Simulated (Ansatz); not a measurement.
# Calculations on BH4F

Part 1: Relaxation

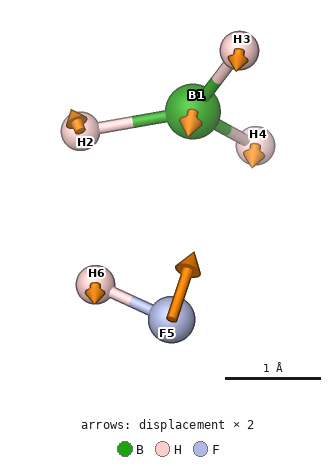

This is a relaxation of BH$_{4}$F. The starting structure is drawn; orange arrows show the displacements, magnified 2 times. The two geometries are superimposed by the best rigid fit.

Style: ball-and-stick. Shown from a free direction.

The run prepares an end point of a later path (reaction) calculation, from a guessed geometry.

Method: Ansatz 0.2.0, RKS r2SCAN/def2-SVP.

Input
```yaml
crystal:
  periodic: [false, false, false]
  atoms:
    - { symbol: B, position_ang: [-0.005489, 0.256257, -0.014363] }
    - { symbol: H, position_ang: [-0.004774, 0.399879, 1.178622] }
    - { symbol: H, position_ang: [1.041529, 0.253005, -0.607584] }
    - { symbol: H, position_ang: [-1.053275, 0.20637, -0.603279] }
    - { symbol: F, position_ang: [0.074953, -2.088962, 0.878368] }
    - { symbol: H, position_ang: [0.052955, -1.42915, 1.528635] }
basis:
  gaussian: { orbitals: def2-SVP }
hamiltonian:
  xc: r2scan
relax:
  f_tol: 0.03
  max_steps: 50
output:
  orbitals: {}
```

Launched with:
```bash
ansatz run input.yaml --threads 1 --pin off --max-ram 2048MiB --backend cpu --events-out ev --progress --plain --runs-dir out
```

Question: Describe the change and its energy.

Answer: After 8 geometry steps the energy has fallen by 3.34 kcal/mol. The largest force component goes from 0.35 to 0.0021 eV/Å. F5 moves most after the best rigid fit: 0.43 Å. By element the largest moves are F 0.43 Å, B 0.16 Å, H 0.15 Å. Some distances before and after: B1–F5 2.511 → 1.932 Å, B1–H2 1.202 → 1.215 Å, F5–H6 0.927 → 0.932 Å.

Part 2: Relaxation

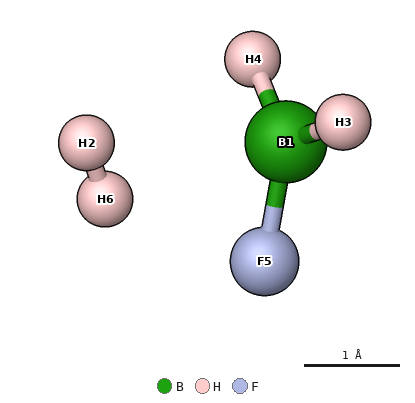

This is the input geometry for a relaxation of BH$_{4}$F. The picture is a ball-and-stick view, seen at a tilt.

The run prepares an end point of a later path (reaction) calculation, from a guessed geometry.

Level of theory: Ansatz 0.2.0, RKS r2SCAN/def2-SVP.

Input file:
```yaml
crystal:
  periodic: [false, false, false]
  atoms:
    - { symbol: B, position_ang: [0.01675, -0.442446, -0.349651] }
    - { symbol: H, position_ang: [0.022277, 0.130788, 1.973235] }
    - { symbol: H, position_ang: [1.071482, 0.120608, -0.527022] }
    - { symbol: H, position_ang: [-1.061868, 0.071107, -0.536117] }
    - { symbol: F, position_ang: [0.044717, -1.718612, 0.003525] }
    - { symbol: H, position_ang: [0.012541, -0.564044, 1.796431] }
basis:
  gaussian: { orbitals: def2-SVP }
hamiltonian:
  xc: r2scan
relax:
  f_tol: 0.03
  max_steps: 50
```

Run as
```bash
ansatz run input.yaml --threads 1 --pin off --max-ram 2048MiB --backend cpu --events-out ev --progress --plain --runs-dir out
```

Predict the outcome.

Over 7 accepted moves (8 points after the start) the energy falls by 0.127 eV. Largest force component: 1.7 eV/Å at the start, 0.012 eV/Å at the end. The line search rejected the trial step at point 2 of the run. The forces were under the threshold at step 5, but the run went on from there. H6 moves most after the best rigid fit: 0.44 Å. Largest moves by element: H 0.44 Å, F 0.34 Å, B 0.19 Å. Among the contacts that change: H2–H6 0.717 → 0.759 Å.

The structure at the end:

```xyz
6

B     0.0184   -0.4909   -0.5295
H     0.0143    0.2579    2.2359
H     1.0761    0.0868   -0.6268
H    -1.0630    0.0408   -0.6278
F     0.0463   -1.7964   -0.3265
H     0.0137   -0.5008    2.2352
```

After the run, drawn alike:

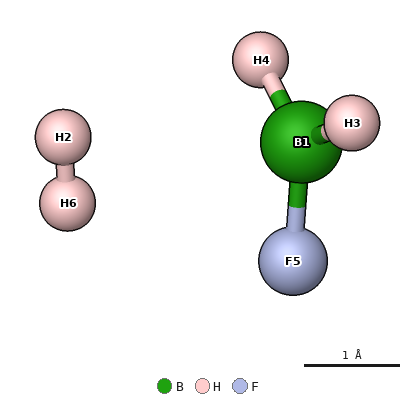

Part 3: Path

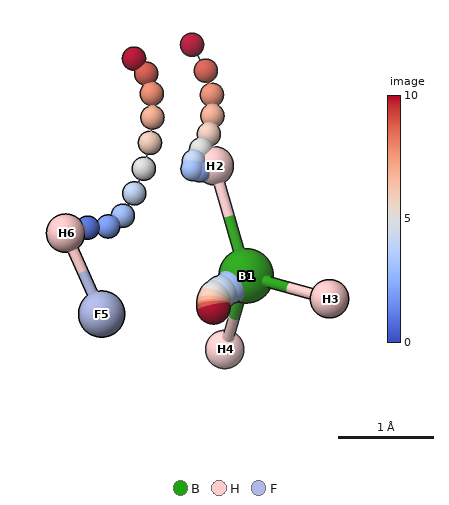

A nudged-elastic-band calculation for BH₄F. Images are numbered from 0 (start) to 10 (end). The start is drawn whole; smaller spheres mark the moving atoms (B, H) in the later images, joined by lines and coloured by the number of the image. The picture is a ball-and-stick view, seen at a tilt.

The calculation used RKS r2SCAN/def2-SVP (Ansatz 0.2.0). Settings: 9 movable images; climbing image; force threshold 0.03 eV/Å; iteration limit 60; starting path through a guess of the saddle point.

**What moves, how far, and at what cost in energy?**

Breaking: B1–H2 (1.22 → 1.31 at the top → 2.87 Å), F5–H6 (0.93 → 1.14 at the top → 2.87 Å). Forming: B1–F5 (1.93 → 1.65 at the top → 1.32 Å), H2–H6 (2.13 → 1.09 at the top → 0.76 Å). The highest point, image 3, lies 27.2 kJ/mol above the start and 146.3 kJ/mol above the end; the end is at −119.1 kJ/mol relative to the start. The band is converged. At the top, the vibrational analysis gives one imaginary mode (963i cm⁻¹), as a transition state must have.

Cost: 3.1 min on 1 thread of Arm Neoverse V1, with other jobs on the host, peak memory 0.1 GiB.
